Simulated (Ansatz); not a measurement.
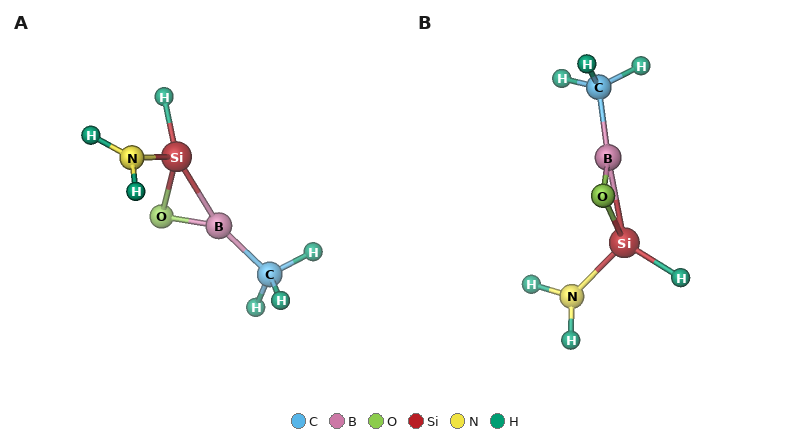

Depth is shown by fading: the farther an atom, the more it takes the colour of the background. The computed structure is the end point of a PBE-D4/def2-SVP optimisation. No frequency run is at hand to confirm it as a minimum.

Question: Are A and B the same structure? If not, how do they differ?

Answer: Yes. They are the same structure, CH6BNOSi (CB1O[Si@H]1N), seen from two directions: a rotation takes one into the other. The geometry is chiral (C1), so its mirror image would differ.
